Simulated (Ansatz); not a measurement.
## Single-point calculation of Si4H11ClO4

- system: Si4H11ClO4
- method: RKS PBE0-D4/def2-TZVPP (Ansatz 0.2.0)

The geometry is a transition state. The reaction was set up to form Si1–O10 and O2–H9 and to break Si1–O2 and H9–O10 (atoms counted from 1 in the order of the input); sticks are drawn by distance alone. The geometry comes from this level: PBE0-D4/def2-TZVP.

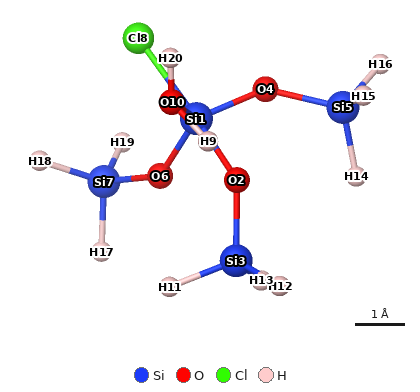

Fig. 1: The input geometry (ball-and-stick view, seen at a tilt; atoms are numbered from 1 in the order of the input). Bond lengths as drawn: Cl–Si 2.14 Å, H–O 0.96 to 1.12 Å, H–Si 1.48 to 1.49 Å and O–Si 1.62 to 1.87 Å.

The input:
```yaml
crystal:
  periodic: [false, false, false]
  atoms:
    - {symbol: Si, position_ang: [0.557119, -0.714132, 0.225484]}
    - {symbol: O, position_ang: [0.731069, 1.063977, -0.315072]}
    - {symbol: Si, position_ang: [-0.258084, 1.942364, -1.316028]}
    - {symbol: O, position_ang: [0.320014, -0.300808, 1.776430]}
    - {symbol: Si, position_ang: [0.141037, 1.102035, 2.616856]}
    - {symbol: O, position_ang: [-0.706895, -0.926120, -0.773538]}
    - {symbol: Si, position_ang: [-1.654872, -2.175823, -1.295378]}
    - {symbol: Cl, position_ang: [0.987192, -2.773611, 0.612729]}
    - {symbol: H, position_ang: [1.917756, 0.566098, -0.510296]}
    - {symbol: O, position_ang: [2.201764, -0.520711, -0.459997]}
    - {symbol: H, position_ang: [-0.243784, 1.392865, -2.695059]}
    - {symbol: H, position_ang: [0.280290, 3.326166, -1.339949]}
    - {symbol: H, position_ang: [-1.638419, 1.949375, -0.779782]}
    - {symbol: H, position_ang: [-0.937785, 1.944727, 2.041550]}
    - {symbol: H, position_ang: [1.414287, 1.867807, 2.621257]}
    - {symbol: H, position_ang: [-0.213482, 0.729187, 4.006807]}
    - {symbol: H, position_ang: [-2.724224, -1.549604, -2.111530]}
    - {symbol: H, position_ang: [-0.869938, -3.108630, -2.138009]}
    - {symbol: H, position_ang: [-2.259802, -2.895937, -0.150169]}
    - {symbol: H, position_ang: [2.956558, -0.919126, -0.016307]}
basis:
  gaussian: {orbitals: def2-TZVPP}
hamiltonian: {xc: pbe0, dispersion: d4}
output: {orbitals: {seedname: orbitals}}
```

Hardware: 4 CPU threads, shared host.

Run as:
```bash
ansatz run in.yaml --threads 4 --pin off --events-out ev --progress --plain --max-ram 66560MiB --backend cuda --devices 0, --max-vram 37GiB
```

What the program printed:
```
Functional definition: PBE0
  name "PBE0"
  cite "Adamo & Barone, J. Chem. Phys. 110, 6158 (1999) doi:10.1063/1.478522"
  cite "Perdew, Burke & Ernzerhof, Phys. Rev. Lett. 77, 3865 (1996) doi:10.1103/PhysRevLett.77.3865"
  parent pbe
  parameter a = 0.25
  parameter kappa = 0.804
  parameter beta = 0.06672455060314922
  exchange = (1 - a)*pbe_x(kappa = kappa, mu = beta*pi^2/3) + a*exact_x
  correlation = pbe_c(beta = beta)
2742 factors; their error is unknown
mean field evaluation 1: about -52374.0003 eV, gradient 9.3e1 eV
mean field evaluation 2: about -52353.2540 eV, gradient 1.4e2 eV
mean field evaluation 4: about -52386.9460 eV, gradient 7.3e0 eV
mean field evaluation 8: about -52387.0309 eV, gradient 4.9e-1 eV
mean field evaluation 16: about -52387.1464 eV, gradient 7.2e-4 eV
mean field -52387.14635058 eV, -1925.1921191008 hartree, gradient 2.3e-5 eV, S^2 0.000000; 0 other end points of the search recorded, 0 dependent functions left out
reference -52387.14639847 eV, -1925.1921208606 hartree; 58, 58 occupied and 430, 430 virtual orbitals, 2742 factors
Total energy: -52387.78182068 eV, -1925.2154721959 hartree
```

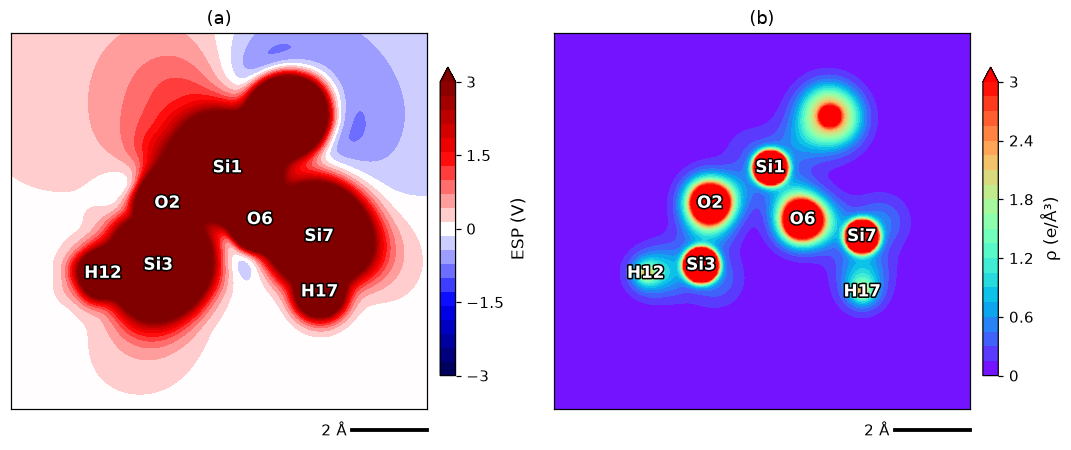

Fig. 2: (a) electrostatic potential; (b) electron density on the plane of atoms O2, Si3 and H12. Atoms in the plane: Si, O and H. Si–O (1.63 Å): ρ is about 1.2 e/Å³ halfway. Si–O (1.87 Å): ρ at the midpoint is about 0.74 e/Å³.

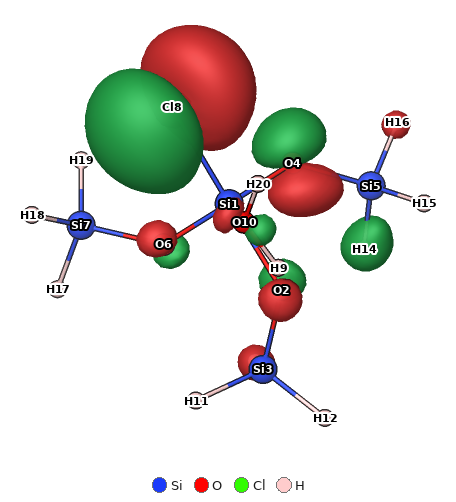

Fig. 3: The HOMO at ±0.1 Å⁻³ᐟ² (green and red are the two phases), seen face on. Its energy is −8.43 eV.

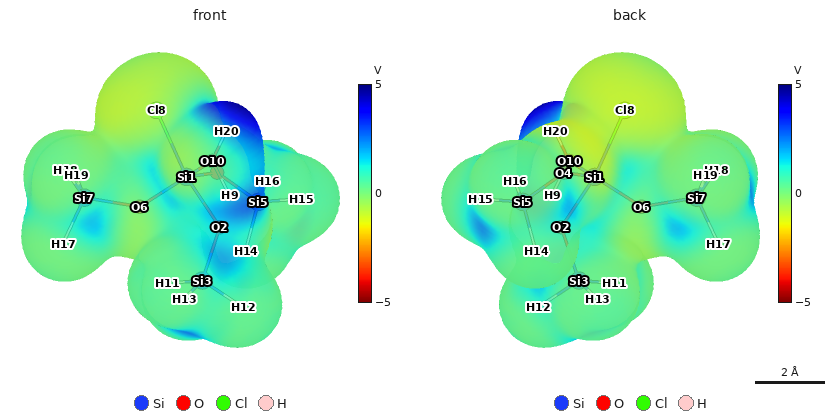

Fig. 4: The molecular electrostatic potential painted on the density surface at 0.004 e/bohr³, seen at a tilt and from behind; the colour scale runs from red (negative) to blue (positive).

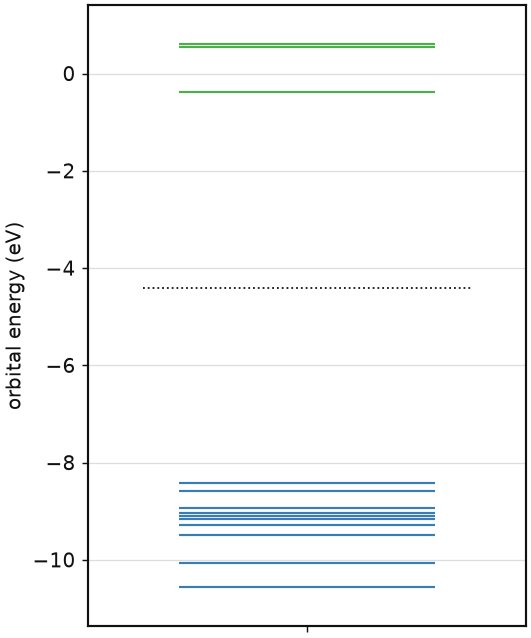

Fig. 5: Orbital energies near the frontier; the dotted line parts filled from empty levels, and levels within 0.02 eV of each other stand side by side. Highest filled −8.43 eV, lowest empty −0.37 eV, 8.06 eV apart.

Results in brief:

- outcome: converged
- total energy: −52387.7818 eV
- mean-field energy: −52387.1464 eV
- dispersion energy: −0.6354 eV
- SCF solution under orbital rotations: stable
- HOMO: −8.43 eV
- LUMO: −0.37 eV
- wall time: 10 s (CPU time 4.6 s; the host was busy)
- peak memory: 1.1 GiB
